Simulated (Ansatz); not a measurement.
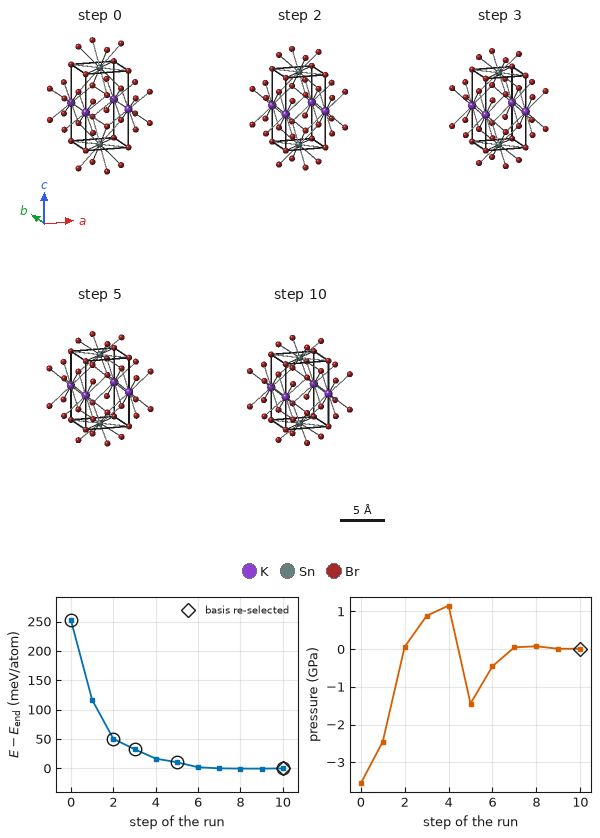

Frames of a relaxation of solid KSnBr5 (built on the SiSnPd5-123 type type), marked on the history of the run. The picture is a ball-and-stick view of the cell of the calculation, seen slightly off an axis.

These are results of DFT, PBEsol, plane waves, PAW in Ansatz 0.2.0, not measurements.

Input
```yaml
crystal:
  lattice:
    - [5.24074603, 0.0, 0.0]
    - [0.0, 5.24074603, 0.0]
    - [0.0, 0.0, 9.13139771]
  atoms:
    - { symbol: K, position: [0.0, 0.0, 0.5] }
    - { symbol: Sn, position: [0.5, 0.5, 0.0] }
    - { symbol: Br, position: [0.0, 0.0, 0.0] }
    - { symbol: Br, position: [0.5, 0.0, 0.70478515] }
    - { symbol: Br, position: [0.0, 0.5, 0.70478515] }
    - { symbol: Br, position: [0.5, 0.0, 0.29521485] }
    - { symbol: Br, position: [0.0, 0.5, 0.29521485] }
kpoints:
  mp_grid: { grid: [4, 4, 2] }
hamiltonian:
  xc: pbesol
scf:
  occupations: { method: fermi_dirac, width: 0.03 }
relax:
  f_tol: 0.01
  cell: {}
  max_steps: 120
```

Command:
```bash
ansatz run input.yaml --threads 4 --pin off --max-ram 4608MiB --backend cpu --events-out ev --progress --plain --runs-dir out
```

**What happens along the run?**

The energy falls by 252 meV per atom in 9 accepted moves (10 points after the start). The largest force component goes from 0.64 to 0.00068 eV/Å. Pressure: −3.56 GPa at the start and 0.01 GPa at the end. The SCF was repeated once at an unchanged geometry on a basis and grid sized afresh for the cell, which shifted the energy by 0.4 meV per atom at most. The largest moves relative to the cell, 0.52 Å, are those of Br4, Br5, Br6 and Br7. Br4 goes along +c. K and Sn stay in place. The drawn cell changes as follows: a = b 5.241 → 5.245 Å (+0.1 %), c 9.131 → 7.818 Å (−14.4 %); the volume changes by −14.3 %. Some distances before and after: K1–Br3 4.566 → 3.909 Å, Sn2–Br4 3.759 → 3.176 Å, Br3–Br4 3.759 → 3.176 Å, K1–Br4 3.219 → 3.371 Å. Bond angles that change, for instance: K1–Br4–K1 109.0° → 102.2°. The space group stays P4/mmm (No. 123). From step 0 to 2: Br atoms move most (0.36 Å), volume −18.0 %, energy −201 meV per atom. From step 2 to 3: Br atoms move most (0.15 Å), volume +0.5 %, energy −17.6 meV per atom. From step 3 to 5: Br atoms move most (0.09 Å), volume +11.8 %, energy −22.2 meV per atom. From step 5 to 10: Br atoms move most (0.03 Å), volume −6.9 %, energy −10.5 meV per atom.

```tsv
step	E − E(0), meV/atom	largest force component, eV/Å	pressure, GPa	volume, Å³/atom	note
0	0.00	0.6412	-3.56	35.828	
1	-135.32	0.5288	-2.46	32.146	
2	-201.49	0.2288	0.06	29.384	
3	-219.12	0.0847	0.88	29.522	
4	-235.16	0.3359	1.15	30.767	
5	-241.34	0.1345	-1.44	32.996	
6	-249.89	0.0043	-0.45	31.605	
7	-251.74	0.0320	0.05	30.841	
8	-252.15	0.0159	0.08	30.694	
9	-252.21	0.0004	0.01	30.720	
10	-251.83	0.0007	0.01	30.720	same geometry, new basis
```
